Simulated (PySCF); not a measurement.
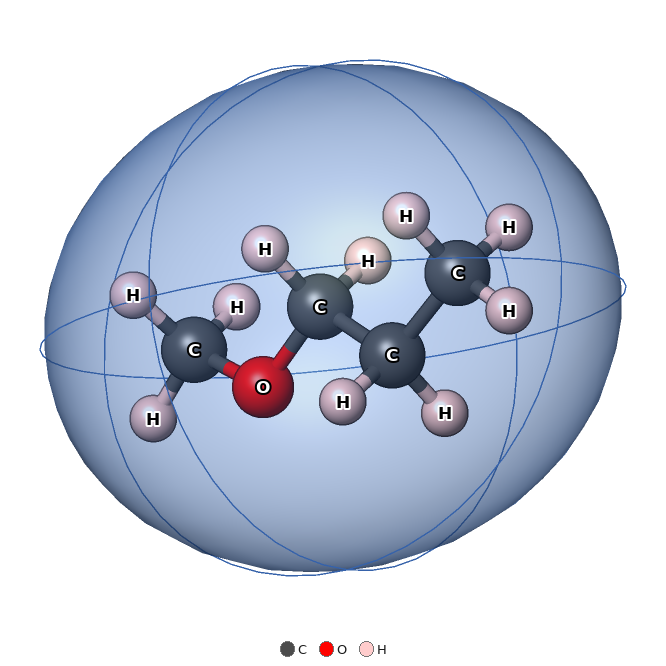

The ellipsoid shows the static dipole polarisability: its half-axes are proportional to the principal values. The computed structure is the end point of a PBE0-D3(BJ)/def2-SVP optimisation. No frequency run is at hand to confirm it as a minimum. Level of theory: PBE0/def2-SVP (PySCF 2.14.0).

### Give the principal values, the mean and the anisotropy.

Principal values 44.7, 45.4, 59.1 bohr³; mean 49.7 bohr³ (7.37 Å³); anisotropy 14.0 bohr³, so the longest axis is 1.32 times the shortest.
